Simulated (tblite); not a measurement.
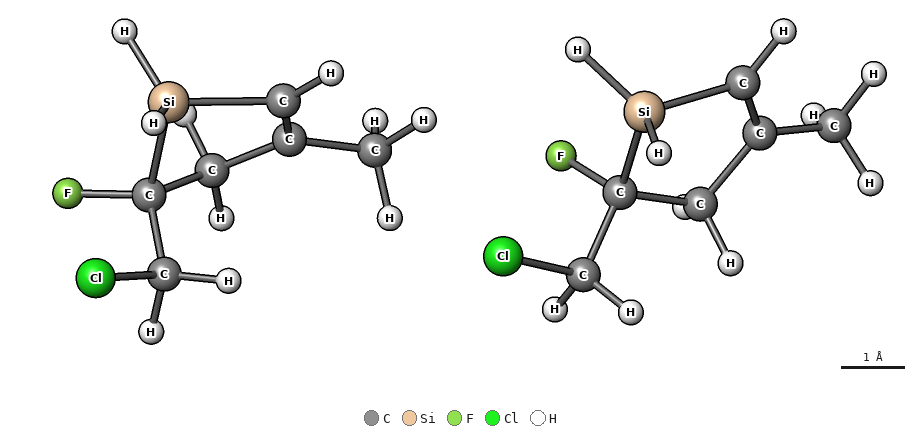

Two geometries of C$_{6}$H$_{10}$ClFSi, drawn at one scale. One is the start of a relaxation, the other its converged end. Style: ball-and-stick. Shown at a tilt.

Theory: GFN2-xTB geometry optimisation, gas phase (tblite 0.8.0). 

Question: Which of the two is the end point?

Answer: The right one is the relaxed one. Over 142 geometry steps the energy falls by 15.5 kcal/mol. An H atom moves most after the best rigid fit: 1.73 Å. By element the largest moves are H 1.73 Å, Cl 0.97 Å, F 0.86 Å, C 0.77 Å, Si 0.44 Å. Near-neighbour distances that change, for instance: C–C 1.456 → 1.506 Å, Cl–Si 3.193 → 3.243 Å, C–H 1.133 → 1.093 Å, C–C 1.473 → 1.513 Å. Bond angles that change, for instance: Si–C–C 95.8° → 107.0°, C–C–H 129.6° → 120.9°, C–C–Si 105.9° → 113.1°. Groups turn about C–C by about 70°, C–Si by about 55°, C–C by about 50°. Cost: 1.1 s on 1 thread of Arm Neoverse V2, on a shared host.
